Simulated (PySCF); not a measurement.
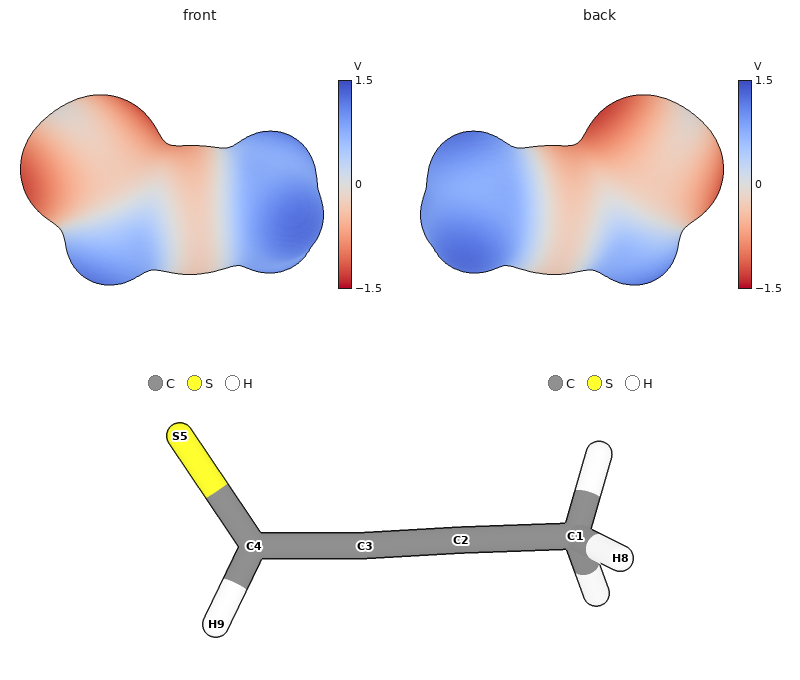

Figure. C4H4S (SMILES CC#CC=S). The electrostatic potential painted on the density surface at 0.002 e/bohr³, seen from the front and from behind; red is negative and blue positive. The bare structure is drawn below in the same view.

Geometry: GFN2-xTB.

Level of theory: CAM-B3LYP/def2-SVPD, SCF density, gas phase (PySCF).

The calculation's input:

```
{"job": {"kind": "uv", "xc": "CAM-B3LYP", "basis": "def2-SVPD", "nstates": 8, "ntriplets": 3}, "charge": 0, "multiplicity": 1}
C     -1.817737     0.127041    -0.098486
C     -0.391325    -0.012274     0.019892
C      0.805617    -0.155089     0.120192
C      2.187453    -0.242789     0.228595
S      3.182158     1.048986     0.163749
H     -2.096006     1.180254    -0.069433
H     -2.313351    -0.400039     0.717183
H     -2.150424    -0.303670    -1.043476
H      2.607177    -1.236425     0.363844
```

Command:

```sh
OMP_NUM_THREADS=1 python probes_run.py task.json out
```

Which sites attract a positive test charge, and which a negative one?

Answer. A positive charge is drawn to the negative regions and a negative charge to the positive ones. The most negative region (about −1.2 V, or −28 kcal/mol for a unit charge) lies over S5, the most positive (about +1.2 V, or +28 kcal/mol for a unit charge) over H7 and H8.
